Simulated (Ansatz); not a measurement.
One crystal and one scan (scan of one atom of the cell) at two levels, PBE (plane waves to 420 eV, PAW, scalar-relativistic; Ansatz, a program for electronic structure) and r2SCAN (plane waves to 500 eV, PAW, scalar-relativistic; Ansatz), each from its own relaxed cell and on its own mesh. The cell shown is that of PBE.

InP (zinc blende)

```xyz
2
Lattice="0.0000 2.9798 2.9798 2.9798 0.0000 2.9798 2.9798 2.9798 0.0000" Properties=species:S:1:pos:R:3 pbc="T T T"
P      4.4696     4.4696     4.4696
In     0.0000     0.0000     0.0000
```

In this cell atom 1 (P, nearest neighbour In at 2.581 Å; its periodic images, 4.2 Å or more away, move with it) is moved by s along Cartesian z, unit vector (0.000, 0.000, 1.000); all other atoms and the cell stay fixed.

Energies are smeared free energies. InP was relaxed with its symmetry unable to fall. As the smearing reaches across the gap at some points, energies and forces of such displacements shift with the k mesh and the smearing. Percentages come from the unrounded values. Both scans cover s from -0.770 to 0.770 Å.

| quantity | PBE | r2SCAN | PBE − r2SCAN |
|---|---|---|---|
| Lattice constant a (Å) | 5.960 | 5.907 | +0.053 (+0.9 %) |
| Band gap of the relaxed cell, no spin-orbit coupling (eV) | 0.44 | 1.03 | -0.59 (-57 %) |
| Energy at s = 0.770 Å (meV/cell) | 1728 | 1866 | -138 (-7.4 %) |
| Force along the line at s = -0.770 Å (eV/Å) | 3.552 | 3.799 | -0.247 (-6.5 %) |
| Force constant k = d²E/ds² at s = 0 (finite differences) (eV/Å²) | 7.24 | 7.85 | -0.61 (-7.9 %) |

PBE gives the higher value for: lattice constant a. PBE gives the lower value for: band gap of the relaxed cell, no spin-orbit coupling; energy at s = 0.770 Å; force along the line at s = -0.770 Å; force constant k = d²E/ds² at s = 0. Both give the same symmetry of the curve: even: the same for both signs. Neither level is exact: the differences show how much the result hangs on the functional.

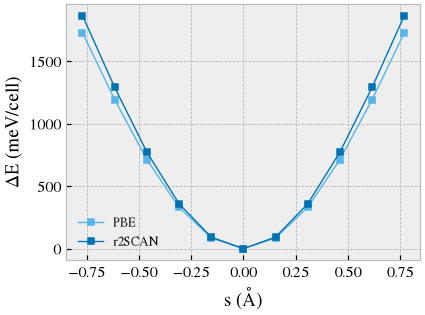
*ΔE, each from the undisplaced structure of its own level.*

(For displaced atoms, the force is minus the slope of the energy, and its curvature is a force constant, which sets phonon frequencies.)
